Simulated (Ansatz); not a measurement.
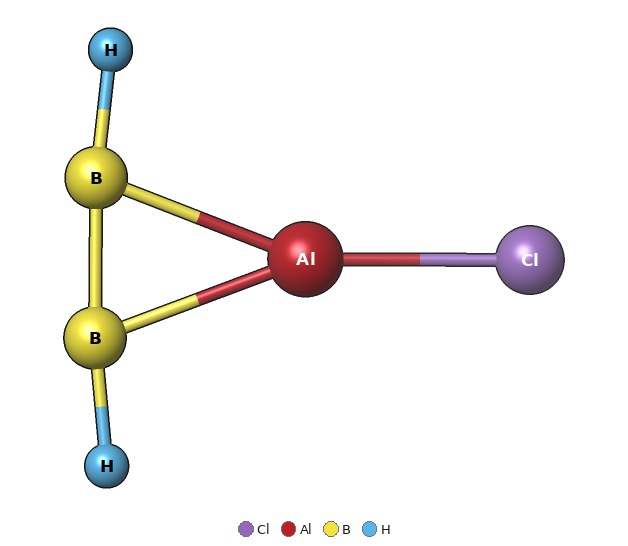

All atoms lie in one plane, which faces the viewer. The computed structure is the end point of a PBE0-D4/def2-TZVP optimisation. No frequency run is at hand to confirm it as a minimum.

> List the symmetry elements and name the point group.

It has 1 C2 axis and 2 mirror planes, so the point group is C2v. The group has 4 operations. The geometry is achiral, and symmetry allows a dipole moment.
